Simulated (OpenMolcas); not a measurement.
# C2H6Cl2Si (dichlorodimethylsilane): levels of theory compared

Wanted: a comparison of 6 runs (HF/STO-3G, B3LYP/6-31G*, B2PLYP/def2-SVP, PBE/def2-SVP, PBE0/def2-SVP, revPBE/def2-SVP) of C2H6Cl2Si (dichlorodimethylsilane). 

The results are computed with OpenMolcas 26.06.

## 1. Starting point

C2H6Cl2Si has 11 atoms, charge 0, and is taken as a singlet. SMILES: `C[Si](C)(Cl)Cl`. The Si2–Cl5 distance was set to 3.087 Å, away from the relaxed value. At this shape a bond of the SMILES string is far longer than usual.

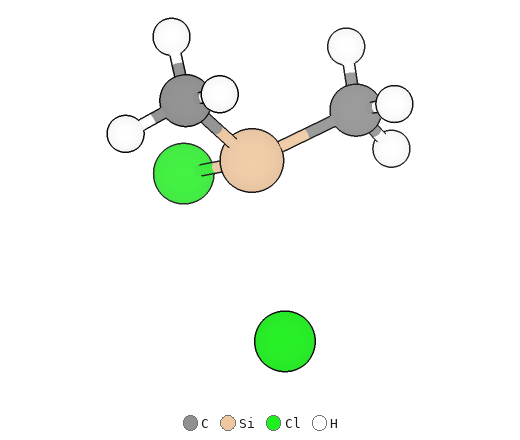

The structure, seen from a chosen angle (carbon grey, silicon light orange, chlorine green, hydrogen white).

## 2. A single-point energy at HF/STO-3G (run 1)

test.inp reads:

```
* C2H6Cl2Si Hartree-Fock
&gateway
baslib=$CurrDir
basisset
C.STO-3G....
C1 -1.825262 -0.705394 0.510270 angstrom
C3 1.063448 -1.719344 -0.050020 angstrom
End of Basis
basisset
Si.STO-3G....
Si2 -0.301042 -0.564944 -0.529750 angstrom
End of Basis
basisset
Cl.STO-3G....
Cl4 -0.808312 -0.926164 -2.491400 angstrom
Cl5 0.750400 2.332220 -0.351670 angstrom
End of Basis
basisset
H.STO-3G....
H6 -1.591362 -0.489644 1.555630 angstrom
H7 -2.585442 0.001126 0.172490 angstrom
H8 -2.236802 -1.715494 0.444150 angstrom
H9 1.373918 -1.530804 0.980560 angstrom
H10 1.927518 -1.582634 -0.702590 angstrom
H11 0.728118 -2.756154 -0.131260 angstrom
End of Basis
&seward
&scf
thresholds=1e-10 1e-07 1e-07 1e-05
prorbitals=1 1
```

The basis set STO-3G is read from a file made from the Basis Set Exchange's data (not shown).

Command:

```sh
export MOLCAS_MEM=1860
pymolcas test.inp > test.log
```

Standard output:

```text
--- Start Module: gateway ---
[...]
--- Stop Module: gateway /rc=_RC_ALL_IS_WELL_ ---
--- Start Module: seward ---
[...]
      Basis functions           43
--- Stop Module: seward /rc=_RC_ALL_IS_WELL_ ---
[...]
--- Start Module: scf ---
[...]
       Convergence after  12 Iterations
[...]
::    Total SCF energy                              -1273.0772843226
[...]
      Total spin, S                                     0.0000000000
[...]
      Total electronic charge=   66.000000
      Total            charge=   -0.000000
[...]
      Dipole Moment (debye):
      Origin of the operator (angstrom)=   -0.1719   -0.0303   -0.8313
                   X= -1.7684E+00               Y= -6.3895E+00               Z=  2.4452E+00           Total=  7.0662E+00
      Quadrupole Moment (debye*angstrom):
[...]
--- Stop Module: scf /rc=_RC_ALL_IS_WELL_ ---
[...]
```

It took 3.6 s on 1 thread of AMD EPYC 7R43 (Zen 3), shared host; peak memory 0.37 GiB.

## 3. The energy at B3LYP/6-31G(d) (spherical functions) (run 2)

run.inp reads:

```
* C2H6Cl2Si Kohn-Sham DFT

&GATEWAY
 BasLib
 $CurrDir
 Coord
 11
 angstrom
 C       -1.825262      -0.705394       0.510270
 Si      -0.301042      -0.564944      -0.529750
 C        1.063448      -1.719344      -0.050020
 Cl      -0.808312      -0.926164      -2.491400
 Cl       0.750400       2.332220      -0.351670
 H       -1.591362      -0.489644       1.555630
 H       -2.585442       0.001126       0.172490
 H       -2.236802      -1.715494       0.444150
 H        1.373918      -1.530804       0.980560
 H        1.927518      -1.582634      -0.702590
 H        0.728118      -2.756154      -0.131260
 Basis
 6-31Gs
 Group
 NoSym

&SEWARD
 GridInput
 Grid=UltraFine
 End of Grid

&SCF
 KSDFT
 B3LYP
 Thresholds
 1e-10 1e-07 1e-07 1e-05
 PrOrbitals
 1 2
```

The basis set 6-31G* is read from a file made from the Basis Set Exchange's data (not shown).

Command:

```sh
export MOLCAS_MEM=1860
pymolcas run.inp > run.log
```

Standard output:

```text
--- Start Module: gateway ---
[...]
--- Stop Module: gateway /rc=_RC_ALL_IS_WELL_ ---
--- Start Module: seward ---
[...]
      Basis functions           94
--- Stop Module: seward /rc=_RC_ALL_IS_WELL_ ---
[...]
--- Start Module: scf ---
[...]
       Convergence after  15 Iterations
[...]
::    Total KS-DFT energy                           -1289.7487656233
[...]
      Total spin, S                                     0.0000000000
[...]
      Total electronic charge=   66.000000
      Total            charge=   -0.000000
[...]
      Dipole Moment (debye):
      Origin of the operator (angstrom)=   -0.1719   -0.0303   -0.8313
                   X= -1.8986E+00               Y= -6.3888E+00               Z=  1.7726E+00           Total=  6.8967E+00
      Quadrupole Moment (debye*angstrom):
[...]
--- Stop Module: scf /rc=_RC_ALL_IS_WELL_ ---
[...]
```

Run time: 46 s. Hardware: 1 thread of AMD EPYC 7R43 (Zen 3), shared host; peak memory 0.52 GiB.

Runs 3 to 5 aren't shown in full; the table further down has their settings and results.

## 4. The energy at revPBE/def2-SVP (run 6)

calc.input reads:

```
&GATEWAY
  BASLIB
  $CurrDir
  COORD
  11
  angstrom
  C       -1.825262      -0.705394       0.510270
  Si      -0.301042      -0.564944      -0.529750
  C        1.063448      -1.719344      -0.050020
  Cl      -0.808312      -0.926164      -2.491400
  Cl       0.750400       2.332220      -0.351670
  H       -1.591362      -0.489644       1.555630
  H       -2.585442       0.001126       0.172490
  H       -2.236802      -1.715494       0.444150
  H        1.373918      -1.530804       0.980560
  H        1.927518      -1.582634      -0.702590
  H        0.728118      -2.756154      -0.131260
  BASIS
  def2-SVP
  GROUP
  NoSym

&SEWARD
  GRIDINPUT
  Grid=UltraFine
  End of Grid

&SCF
  KSDFT
  revPBE
  THRESHOLDS
  1e-10 1e-07 1e-07 1e-05
  PRORBITALS
  1 2
```

The basis set def2-SVP is read from a file made from the Basis Set Exchange's data (not shown).

Command:

```sh
export MOLCAS_MEM=1860
pymolcas calc.input > calc.log
```

Standard output:

```text
--- Start Module: gateway ---
[...]
--- Stop Module: gateway /rc=_RC_ALL_IS_WELL_ ---
--- Start Module: seward ---
[...]
      Basis functions          112
--- Stop Module: seward /rc=_RC_ALL_IS_WELL_ ---
[...]
--- Start Module: scf ---
[...]
       Convergence after  18 Iterations
[...]
::    Total KS-DFT energy                           -1289.0650179543
[...]
      Total spin, S                                     0.0000000000
[...]
      Total electronic charge=   66.000000
      Total            charge=   -0.000000
[...]
      Dipole Moment (debye):
      Origin of the operator (angstrom)=   -0.1719   -0.0303   -0.8313
                   X= -1.6774E+00               Y= -5.5831E+00               Z=  1.4551E+00           Total=  6.0085E+00
      Quadrupole Moment (debye*angstrom):
[...]
--- Stop Module: scf /rc=_RC_ALL_IS_WELL_ ---
[...]
```

Run time: 65 s. Hardware: 1 thread of AMD EPYC 7R43 (Zen 3), shared host; peak memory 0.66 GiB.

## 5. The series

```
run                               level  integration grid  frozen core orbitals   energy (Eh)  dipole moment (D)  HOMO energy (eV)  LUMO energy (eV)  wall time
  1                           HF/STO-3G                 –                     –  -1273.077284               7.07             -7.27              1.64      3.6 s
  2  B3LYP/6-31G* (spherical functions)         UltraFine                     –  -1289.748766               6.90             -6.91             -3.42       46 s
  3                     B2PLYP/def2-SVP         UltraFine                    17  -1288.789854               6.65             -8.03             -1.80       63 s
  4                        PBE/def2-SVP         UltraFine                     –  -1288.674451               5.97             -5.47             -3.67       62 s
  5                       PBE0/def2-SVP         UltraFine                     –  -1288.793436               6.37             -6.91             -3.02       65 s
  6                     revPBE/def2-SVP         UltraFine                     –  -1289.065018               6.01             -5.45             -3.62       65 s
```

## 6. What came out

| quantity | value |
| --- | --- |
| run 6: total energy | -1289.06502 Eh |
| run 6: dipole moment | 6.01 D |
| run 6: HOMO energy | -5.45 eV |
| run 6: LUMO energy | -3.62 eV |
| run 6: HOMO–LUMO gap | 1.83 eV |

**Reading.** The dipole moment (its size) runs from 5.97 D (PBE/def2-SVP) to 7.07 D (HF/STO-3G). The two ends differ in method and basis. The HOMO–LUMO gap runs from 1.81 eV (PBE/def2-SVP) to 8.91 eV (HF/STO-3G). For B2PLYP the log adds the whole second-order term; the table takes 0.27 of it, as the functional is defined. Totals of different functionals can't be ranked against each other. In run 1 the basis is minimal, so the values are rough. All runs together took 5.1 min, the longest 65 s.
